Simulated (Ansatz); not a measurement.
# N2H (doublet): BHLYP, wB97M-V, HSE06 over a scan of the angle N2–N1–H3, cc-pVDZ, part 2 of 2

Ansatz 0.2.0, Gaussian basis; cc-pVDZ, all electrons in the functionals.

## (15) wB97M-V, 139.5°

File in.yaml:

```yaml
crystal:
  periodic: [false, false, false]
  atoms:
    - {symbol: N, position_ang: [0.000000, -0.016999, 0.534471]}
    - {symbol: N, position_ang: [0.000000, -0.031889, -0.630109]}
    - {symbol: H, position_ang: [0.000000, 0.679372, 1.329018]}
basis:
  gaussian: {orbitals: cc-pVDZ}
magnetization: {spin_polarized: true, initial_magnetization: 1}
hamiltonian: {xc: {name: wB97M-V}}
output: {orbitals: {seedname: orbitals}}
```

Launch:

```console
$ ansatz run in.yaml --threads 1 --pin off --events-out ev --progress --plain --max-ram 2393MiB
```

The program printed, cut to the lines that bear on the results:

```text
Functional definition: wB97M-V
  name "wB97M-V"
  cite "Mardirossian & Head-Gordon, J. Chem. Phys. 144, 214110 (2016) doi:10.1063/1.4952647"
  cite "Becke, J. Chem. Phys. 107, 8554 (1997) doi:10.1063/1.475007"
  cite "Vydrov & Van Voorhis, J. Chem. Phys. 133, 244103 (2010) doi:10.1063/1.3521275"
  # Of w^i u^j: cxij and so on, Table III.
[...]
  gx(w, u) = 1 - cx + cx01*u + cx10*w
[...]
319 factors; integrals over basis functions are off by at most 1.5e-3 eV
80 factors; integrals over basis functions are off by at most 1.1e-5 eV
[...]
mean field -2993.05532351 eV, -109.9927543732 hartree, gradient 6.2e-5 eV, S^2 0.753495; 1 other end points of the search recorded, 0 dependent functions left out
reference -2993.05534126 eV, -109.9927550257 hartree; 8, 7 occupied and 25, 26 virtual orbitals, 319 factors
Total energy: -2993.05534126 eV, -109.9927550257 hartree
```

Run time: 2.3 s. Hardware: 1 thread of Arm Neoverse V1, shared host.

From the report: ⟨S²⟩ of the determinant 0.753 (pure doublet: 0.75).

From 117.5°: +29.5 kJ/mol.

## (16) wB97M-V, 155.1°

File in.yaml:

```yaml
crystal:
  periodic: [false, false, false]
  atoms:
    - {symbol: N, position_ang: [0.000000, 0.063185, 0.525268]}
    - {symbol: N, position_ang: [0.000000, -0.109620, -0.626516]}
    - {symbol: H, position_ang: [0.000000, 0.645280, 1.406973]}
basis:
  gaussian: {orbitals: cc-pVDZ}
magnetization: {spin_polarized: true, initial_magnetization: 1}
hamiltonian: {xc: {name: wB97M-V}}
output: {forces: true, orbitals: {seedname: orbitals}}
```

The command is unchanged.

The program printed:

```text
Functional definition: wB97M-V
  name "wB97M-V"
  cite "Mardirossian & Head-Gordon, J. Chem. Phys. 144, 214110 (2016) doi:10.1063/1.4952647"
  cite "Becke, J. Chem. Phys. 107, 8554 (1997) doi:10.1063/1.475007"
  cite "Vydrov & Van Voorhis, J. Chem. Phys. 133, 244103 (2010) doi:10.1063/1.3521275"
  # Of w^i u^j: cxij and so on, Table III.
  parameter omega = 0.3/bohr
  parameter cx = 0.15
  parameter cx01 = 1.007
  parameter cx10 = 0.259
  parameter css00 = 0.443
  parameter css04 = -1.437
  parameter css10 = -4.535
  parameter css20 = -3.390
  parameter css43 = 4.278
  parameter cos00 = 1.000
  parameter cos10 = 1.358
  parameter cos20 = 2.924
  parameter cos21 = -8.812
  parameter cos60 = -1.390
  parameter cos61 = 9.142
  parameter b = 6.0
  parameter c = 0.01
  gx(w, u) = 1 - cx + cx01*u + cx10*w
  gss(w, u) = css00 + css04*u^4 + css10*w + css20*w^2 + css43*w^4*u^3
  gos(w, u) = cos00 + cos10*w + (cos20 + cos21*u)*w^2 + (cos60 + cos61*u)*w^6
  exchange = spin_sum(e_x_unif_sr(omega)*gx(b97_w, b97_u_x)) + cx*exact_x_sr(omega) + exact_x_lr(omega)
  correlation = spin_sum(e_c_pw_mod_same_spin*gss(b97_w, b97_u_same))
      + integral(e_c_pw_mod_opposite_spin*gos(b97_w_opposite, b97_u_opposite)) + vv10(b, c)
318 factors; integrals over basis functions are off by at most 1.4e-3 eV
80 factors; integrals over basis functions are off by at most 1.6e-5 eV
mean field evaluation 1: about -2991.8228 eV, gradient 1.2e1 eV
mean field evaluation 2: about -2992.2890 eV, gradient 8.6e0 eV
mean field evaluation 4: about -2992.5974 eV, gradient 8.7e-1 eV
mean field evaluation 8: about -2992.5996 eV, gradient 3.0e-2 eV
mean field evaluation 16: about -2992.5996 eV, gradient 5.8e-5 eV
mean field -2992.59962384 eV, -109.9760077194 hartree, gradient 7.0e-6 eV, S^2 0.753015; 1 other end points of the search recorded, 0 dependent functions left out
the calculation of the forces begins
reference -2992.59964178 eV, -109.9760083787 hartree; 8, 7 occupied and 25, 26 virtual orbitals, 318 factors
Total energy: -2992.59964178 eV, -109.9760083787 hartree
Atom 0 at     0.000000     0.063185     0.525268 Å, force    -0.000000    -2.469447     2.430825 eV/Å
Atom 1 at     0.000000    -0.109620    -0.626516 Å, force     0.000000     1.458709    -0.829285 eV/Å
Atom 2 at     0.000000     0.645280     1.406973 Å, force     0.000000     1.010739    -1.601541 eV/Å
Dipole moment:     0.000000     0.233290     0.458368 e Å
```

It took 2.9 s on 1 thread of Arm Neoverse V1, shared host.

From the report: ⟨S²⟩ of the determinant 0.753 (pure doublet: 0.75).

From 117.5°: +73.4 kJ/mol.

## (17) wB97M-V, 180.0°

File in.yaml:

```yaml
crystal:
  periodic: [false, false, false]
  atoms:
    - {symbol: N, position_ang: [0.000000, 0.000000, 0.036051]}
    - {symbol: N, position_ang: [0.000000, 0.000000, -1.128624]}
    - {symbol: H, position_ang: [0.000000, 0.000000, 1.092573]}
basis:
  gaussian: {orbitals: cc-pVDZ}
magnetization: {spin_polarized: true, initial_magnetization: 1}
hamiltonian: {xc: {name: wB97M-V}}
output: {orbitals: {seedname: orbitals}}
```

Launched as before.

The program printed, cut to the lines that bear on the results:

```text
Functional definition: wB97M-V
  name "wB97M-V"
  cite "Mardirossian & Head-Gordon, J. Chem. Phys. 144, 214110 (2016) doi:10.1063/1.4952647"
  cite "Becke, J. Chem. Phys. 107, 8554 (1997) doi:10.1063/1.475007"
  cite "Vydrov & Van Voorhis, J. Chem. Phys. 133, 244103 (2010) doi:10.1063/1.3521275"
  # Of w^i u^j: cxij and so on, Table III.
[...]
  gx(w, u) = 1 - cx + cx01*u + cx10*w
[...]
318 factors; integrals over basis functions are off by at most 1.2e-3 eV
80 factors; integrals over basis functions are off by at most 1.8e-5 eV
[...]
mean field -2992.06243110 eV, -109.9562662501 hartree, gradient 3.2e-5 eV, S^2 0.752054; 0 other end points of the search recorded, 0 dependent functions left out
reference -2992.06244827 eV, -109.9562668812 hartree; 8, 7 occupied and 25, 26 virtual orbitals, 318 factors
Total energy: -2992.06244827 eV, -109.9562668812 hartree
```

Run time: 2.5 s. Hardware: 1 thread of Arm Neoverse V1, shared host.

From the report: ⟨S²⟩ of the determinant 0.752 (pure doublet: 0.75).

From 117.5°: +125.3 kJ/mol.

## (18) HSE06, 72.1°

File in.yaml:

```yaml
crystal:
  periodic: [false, false, false]
  atoms:
    - {symbol: N, position_ang: [0.000000, -0.341313, 0.462062]}
    - {symbol: N, position_ang: [0.000000, 0.292460, -0.515077]}
    - {symbol: H, position_ang: [0.000000, 0.678886, 0.736711]}
basis:
  gaussian: {orbitals: cc-pVDZ}
magnetization: {spin_polarized: true, initial_magnetization: 1}
hamiltonian: {xc: {name: HSE06}}
```

Launched as before.

The program printed, cut to the lines that bear on the results:

```text
Functional definition: HSE06
  name "HSE06"
  cite "Heyd, Scuseria & Ernzerhof, J. Chem. Phys. 118, 8207 (2003) doi:10.1063/1.1564060"
  cite "Krukau, Vydrov, Izmaylov & Scuseria, J. Chem. Phys. 125, 224106 (2006) doi:10.1063/1.2404663"
  cite "Heyd & Scuseria, J. Chem. Phys. 120, 7274 (2004) doi:10.1063/1.1668634"
  cite "Ernzerhof & Perdew, J. Chem. Phys. 109, 3313 (1998) doi:10.1063/1.476928"
[...]
318 factors; integrals over basis functions are off by at most 1.5e-3 eV
29 factors; integrals over basis functions are off by at most 2.0e-6 eV
[...]
mean field -2989.19371704 eV, -109.8508429529 hartree, gradient 1.7e-5 eV, S^2 0.754329; 1 other end points of the search recorded, 0 dependent functions left out
reference -2989.19373039 eV, -109.8508434436 hartree; 8, 7 occupied and 25, 26 virtual orbitals, 318 factors
Total energy: -2989.19373039 eV, -109.8508434436 hartree
```

Run time: 0.81 s. Hardware: 1 thread of Arm Neoverse V1, shared host.

From the report: ⟨S²⟩ of the determinant 0.754 (pure doublet: 0.75).

## (19) HSE06, 88.5°

File in.yaml:

```yaml
crystal:
  periodic: [false, false, false]
  atoms:
    - {symbol: N, position_ang: [0.000000, -0.269199, 0.495912]}
    - {symbol: N, position_ang: [0.000000, 0.218726, -0.561631]}
    - {symbol: H, position_ang: [0.000000, 0.701397, 0.913263]}
basis:
  gaussian: {orbitals: cc-pVDZ}
magnetization: {spin_polarized: true, initial_magnetization: 1}
hamiltonian: {xc: {name: HSE06}}
```

The command is unchanged.

The program printed, cut to the lines that bear on the results:

```text
Functional definition: HSE06
  name "HSE06"
  cite "Heyd, Scuseria & Ernzerhof, J. Chem. Phys. 118, 8207 (2003) doi:10.1063/1.1564060"
  cite "Krukau, Vydrov, Izmaylov & Scuseria, J. Chem. Phys. 125, 224106 (2006) doi:10.1063/1.2404663"
  cite "Heyd & Scuseria, J. Chem. Phys. 120, 7274 (2004) doi:10.1063/1.1668634"
  cite "Ernzerhof & Perdew, J. Chem. Phys. 109, 3313 (1998) doi:10.1063/1.476928"
[...]
318 factors; integrals over basis functions are off by at most 1.6e-3 eV
29 factors; integrals over basis functions are off by at most 2.1e-6 eV
[...]
mean field -2990.16980877 eV, -109.8867136623 hartree, gradient 2.1e-5 eV, S^2 0.755106; 0 other end points of the search recorded, 0 dependent functions left out
reference -2990.16982250 eV, -109.8867141671 hartree; 8, 7 occupied and 25, 26 virtual orbitals, 318 factors
Total energy: -2990.16982250 eV, -109.8867141671 hartree
```

Run time: 0.75 s. Hardware: 1 thread of Arm Neoverse V1, shared host.

From the report: ⟨S²⟩ of the determinant 0.755 (pure doublet: 0.75).

## (20) HSE06, 104.3°

File in.yaml:

```yaml
crystal:
  periodic: [false, false, false]
  atoms:
    - {symbol: N, position_ang: [0.000000, -0.194499, 0.518939]}
    - {symbol: N, position_ang: [0.000000, 0.143441, -0.595630]}
    - {symbol: H, position_ang: [0.000000, 0.709522, 1.065732]}
basis:
  gaussian: {orbitals: cc-pVDZ}
magnetization: {spin_polarized: true, initial_magnetization: 1}
hamiltonian: {xc: {name: HSE06}}
```

Launched as before.

The program printed, cut to the lines that bear on the results:

```text
Functional definition: HSE06
  name "HSE06"
  cite "Heyd, Scuseria & Ernzerhof, J. Chem. Phys. 118, 8207 (2003) doi:10.1063/1.1564060"
  cite "Krukau, Vydrov, Izmaylov & Scuseria, J. Chem. Phys. 125, 224106 (2006) doi:10.1063/1.2404663"
  cite "Heyd & Scuseria, J. Chem. Phys. 120, 7274 (2004) doi:10.1063/1.1668634"
  cite "Ernzerhof & Perdew, J. Chem. Phys. 109, 3313 (1998) doi:10.1063/1.476928"
[...]
318 factors; integrals over basis functions are off by at most 1.6e-3 eV
29 factors; integrals over basis functions are off by at most 1.9e-6 eV
[...]
mean field -2990.68379566 eV, -109.9056023320 hartree, gradient 2.2e-5 eV, S^2 0.755525; 0 other end points of the search recorded, 0 dependent functions left out
reference -2990.68381001 eV, -109.9056028595 hartree; 8, 7 occupied and 25, 26 virtual orbitals, 318 factors
Total energy: -2990.68381001 eV, -109.9056028595 hartree
```

It took 0.75 s on 1 thread of Arm Neoverse V1, shared host.

From the report: ⟨S²⟩ of the determinant 0.756 (pure doublet: 0.75).

## (21) HSE06, 117.5°

File in.yaml:

```yaml
crystal:
  periodic: [false, false, false]
  atoms:
    - {symbol: N, position_ang: [0.000000, -0.129220, 0.530635]}
    - {symbol: N, position_ang: [0.000000, 0.078416, -0.615382]}
    - {symbol: H, position_ang: [0.000000, 0.705987, 1.177680]}
basis:
  gaussian: {orbitals: cc-pVDZ}
magnetization: {spin_polarized: true, initial_magnetization: 1}
hamiltonian: {xc: {name: HSE06}}
```

The command is unchanged.

The program printed, cut to the lines that bear on the results:

```text
Functional definition: HSE06
  name "HSE06"
  cite "Heyd, Scuseria & Ernzerhof, J. Chem. Phys. 118, 8207 (2003) doi:10.1063/1.1564060"
  cite "Krukau, Vydrov, Izmaylov & Scuseria, J. Chem. Phys. 125, 224106 (2006) doi:10.1063/1.2404663"
  cite "Heyd & Scuseria, J. Chem. Phys. 120, 7274 (2004) doi:10.1063/1.1668634"
  cite "Ernzerhof & Perdew, J. Chem. Phys. 109, 3313 (1998) doi:10.1063/1.476928"
[...]
319 factors; integrals over basis functions are off by at most 1.6e-3 eV
29 factors; integrals over basis functions are off by at most 1.7e-6 eV
[...]
mean field -2990.79785525 eV, -109.9097939447 hartree, gradient 5.8e-5 eV, S^2 0.755223; 0 other end points of the search recorded, 0 dependent functions left out
reference -2990.79786985 eV, -109.9097944814 hartree; 8, 7 occupied and 25, 26 virtual orbitals, 319 factors
Total energy: -2990.79786985 eV, -109.9097944814 hartree
```

It took 0.69 s on 1 thread of Arm Neoverse V1, shared host.

From the report: ⟨S²⟩ of the determinant 0.755 (pure doublet: 0.75).

## (22) HSE06, 125.6°

File in.yaml:

```yaml
crystal:
  periodic: [false, false, false]
  atoms:
    - {symbol: N, position_ang: [0.000000, -0.088225, 0.534340]}
    - {symbol: N, position_ang: [0.000000, 0.037912, -0.623485]}
    - {symbol: H, position_ang: [0.000000, 0.699172, 1.238786]}
basis:
  gaussian: {orbitals: cc-pVDZ}
magnetization: {spin_polarized: true, initial_magnetization: 1}
hamiltonian: {xc: {name: HSE06}}
```

Same command.

The program printed, cut to the lines that bear on the results:

```text
Functional definition: HSE06
  name "HSE06"
  cite "Heyd, Scuseria & Ernzerhof, J. Chem. Phys. 118, 8207 (2003) doi:10.1063/1.1564060"
  cite "Krukau, Vydrov, Izmaylov & Scuseria, J. Chem. Phys. 125, 224106 (2006) doi:10.1063/1.2404663"
  cite "Heyd & Scuseria, J. Chem. Phys. 120, 7274 (2004) doi:10.1063/1.1668634"
  cite "Ernzerhof & Perdew, J. Chem. Phys. 109, 3313 (1998) doi:10.1063/1.476928"
[...]
319 factors; integrals over basis functions are off by at most 1.6e-3 eV
29 factors; integrals over basis functions are off by at most 1.5e-6 eV
[...]
mean field -2990.75100880 eV, -109.9080723697 hartree, gradient 5.1e-5 eV, S^2 0.754922; 0 other end points of the search recorded, 0 dependent functions left out
reference -2990.75102347 eV, -109.9080729088 hartree; 8, 7 occupied and 25, 26 virtual orbitals, 319 factors
Total energy: -2990.75102347 eV, -109.9080729088 hartree
```

Wall time 0.73 s (1 thread of Arm Neoverse V1, shared host).

From the report: ⟨S²⟩ of the determinant 0.755 (pure doublet: 0.75).

From 117.5°: +4.5 kJ/mol.

## (23) HSE06, 139.5°

File in.yaml:

```yaml
crystal:
  periodic: [false, false, false]
  atoms:
    - {symbol: N, position_ang: [0.000000, -0.016999, 0.534471]}
    - {symbol: N, position_ang: [0.000000, -0.031889, -0.630109]}
    - {symbol: H, position_ang: [0.000000, 0.679372, 1.329018]}
basis:
  gaussian: {orbitals: cc-pVDZ}
magnetization: {spin_polarized: true, initial_magnetization: 1}
hamiltonian: {xc: {name: HSE06}}
```

Launched as before.

The program printed, cut to the lines that bear on the results:

```text
Functional definition: HSE06
  name "HSE06"
  cite "Heyd, Scuseria & Ernzerhof, J. Chem. Phys. 118, 8207 (2003) doi:10.1063/1.1564060"
  cite "Krukau, Vydrov, Izmaylov & Scuseria, J. Chem. Phys. 125, 224106 (2006) doi:10.1063/1.2404663"
  cite "Heyd & Scuseria, J. Chem. Phys. 120, 7274 (2004) doi:10.1063/1.1668634"
  cite "Ernzerhof & Perdew, J. Chem. Phys. 109, 3313 (1998) doi:10.1063/1.476928"
[...]
319 factors; integrals over basis functions are off by at most 1.5e-3 eV
29 factors; integrals over basis functions are off by at most 1.2e-6 eV
[...]
mean field -2990.50245104 eV, -109.8989380403 hartree, gradient 4.4e-5 eV, S^2 0.754369; 1 other end points of the search recorded, 0 dependent functions left out
reference -2990.50246582 eV, -109.8989385834 hartree; 8, 7 occupied and 25, 26 virtual orbitals, 319 factors
Total energy: -2990.50246582 eV, -109.8989385834 hartree
```

Wall time 0.81 s (1 thread of Arm Neoverse V1, shared host).

From the report: ⟨S²⟩ of the determinant 0.754 (pure doublet: 0.75).

From 117.5°: +28.5 kJ/mol.

## (24) HSE06, 155.1°

File in.yaml:

```yaml
crystal:
  periodic: [false, false, false]
  atoms:
    - {symbol: N, position_ang: [0.000000, 0.063185, 0.525268]}
    - {symbol: N, position_ang: [0.000000, -0.109620, -0.626516]}
    - {symbol: H, position_ang: [0.000000, 0.645280, 1.406973]}
basis:
  gaussian: {orbitals: cc-pVDZ}
magnetization: {spin_polarized: true, initial_magnetization: 1}
hamiltonian: {xc: {name: HSE06}}
```

Launched as before.

The program printed, cut to the lines that bear on the results:

```text
Functional definition: HSE06
  name "HSE06"
  cite "Heyd, Scuseria & Ernzerhof, J. Chem. Phys. 118, 8207 (2003) doi:10.1063/1.1564060"
  cite "Krukau, Vydrov, Izmaylov & Scuseria, J. Chem. Phys. 125, 224106 (2006) doi:10.1063/1.2404663"
  cite "Heyd & Scuseria, J. Chem. Phys. 120, 7274 (2004) doi:10.1063/1.1668634"
  cite "Ernzerhof & Perdew, J. Chem. Phys. 109, 3313 (1998) doi:10.1063/1.476928"
[...]
318 factors; integrals over basis functions are off by at most 1.4e-3 eV
29 factors; integrals over basis functions are off by at most 8.8e-7 eV
[...]
mean field -2990.04752512 eV, -109.8822198213 hartree, gradient 1.2e-5 eV, S^2 0.753730; 1 other end points of the search recorded, 0 dependent functions left out
reference -2990.04754001 eV, -109.8822203685 hartree; 8, 7 occupied and 25, 26 virtual orbitals, 318 factors
Total energy: -2990.04754001 eV, -109.8822203685 hartree
```

It took 0.84 s on 1 thread of Arm Neoverse V1, shared host.

From the report: ⟨S²⟩ of the determinant 0.754 (pure doublet: 0.75).

From 117.5°: +72.4 kJ/mol.

## (25) HSE06, 180.0°

File in.yaml:

```yaml
crystal:
  periodic: [false, false, false]
  atoms:
    - {symbol: N, position_ang: [0.000000, 0.000000, 0.036051]}
    - {symbol: N, position_ang: [0.000000, 0.000000, -1.128624]}
    - {symbol: H, position_ang: [0.000000, 0.000000, 1.092573]}
basis:
  gaussian: {orbitals: cc-pVDZ}
magnetization: {spin_polarized: true, initial_magnetization: 1}
hamiltonian: {xc: {name: HSE06}}
```

Launched as before.

The program printed, cut to the lines that bear on the results:

```text
Functional definition: HSE06
  name "HSE06"
  cite "Heyd, Scuseria & Ernzerhof, J. Chem. Phys. 118, 8207 (2003) doi:10.1063/1.1564060"
  cite "Krukau, Vydrov, Izmaylov & Scuseria, J. Chem. Phys. 125, 224106 (2006) doi:10.1063/1.2404663"
  cite "Heyd & Scuseria, J. Chem. Phys. 120, 7274 (2004) doi:10.1063/1.1668634"
  cite "Ernzerhof & Perdew, J. Chem. Phys. 109, 3313 (1998) doi:10.1063/1.476928"
[...]
318 factors; integrals over basis functions are off by at most 1.2e-3 eV
29 factors; integrals over basis functions are off by at most 7.9e-7 eV
[...]
mean field -2989.50005448 eV, -109.8621006463 hartree, gradient 2.8e-5 eV, S^2 0.752839; 0 other end points of the search recorded, 0 dependent functions left out
reference -2989.50006773 eV, -109.8621011330 hartree; 8, 7 occupied and 25, 26 virtual orbitals, 318 factors
Total energy: -2989.50006773 eV, -109.8621011330 hartree
```

Wall time 0.69 s (1 thread of Arm Neoverse V1, shared host).

From the report: ⟨S²⟩ of the determinant 0.753 (pure doublet: 0.75).

From 117.5°: +125.2 kJ/mol.

## (26) The comparison

The yardstick is UCCSDT(Q), where the cluster series has nearly closed. It comes from earlier runs at the same points. Energies in kJ/mol, counted from 117.5°; blanks weren't run or aren't comparable.

```
    level  72.1°  88.5°  104.3°  117.5°  125.6°  139.5°  155.1°  180.0°
UCCSDT(Q)  159.3   61.8    11.2     0.0     4.7    29.7    76.0   133.7
    BHLYP  157.3   58.6     9.2     0.0     5.9    32.0    77.3   129.4
  wB97M-V  152.9   59.1    10.3     0.0     4.9    29.5    73.4   125.3
    HSE06  154.8   60.6    11.0     0.0     4.5    28.5    72.4   125.2
```

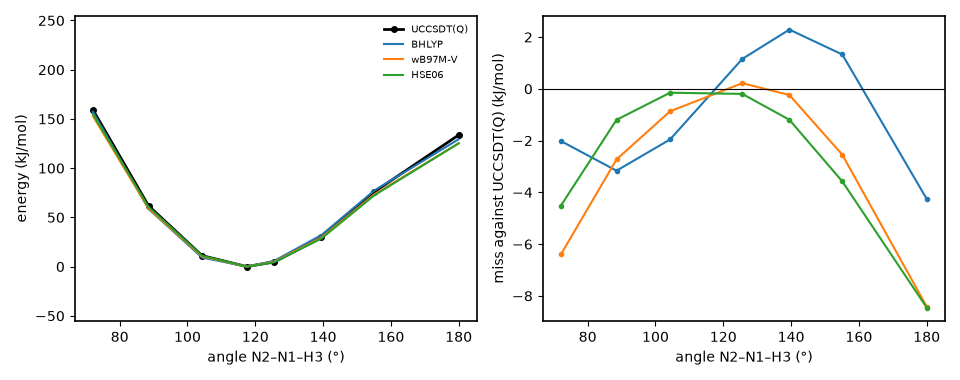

Left: the curves (the axis may cut off levels that run far away). Right: misses against UCCSDT(Q), in the same colours.

Largest miss and mean time a point (UCCSDT(Q) took 14 s a point; shared hosts):

```
  level  largest miss (kJ/mol)   where  time a point
  BHLYP                   -4.3  180.0°        0.64 s
wB97M-V                   -8.4  180.0°         2.5 s
  HSE06                   -8.5  180.0°        0.76 s
```

## (27) Outcome

What follows sums up all 2 parts.

| quantity | value |
| --- | --- |
| span of the UCCSDT(Q) curve | 159.3 kJ/mol |
| largest miss, BHLYP | -4.3 kJ/mol (180.0°) |
| largest miss, wB97M-V | -8.4 kJ/mol (180.0°) |
| largest miss, HSE06 | -8.5 kJ/mol (180.0°) |

**Reading.** Of the functionals, BHLYP keep the smallest largest miss at the points compared (at most 4.3 kJ/mol) and HSE06 strays most (8.5 kJ/mol, at 180.0°). Functionals and the yardstick converge differently with the basis, so part of each miss in cc-pVDZ is the basis.
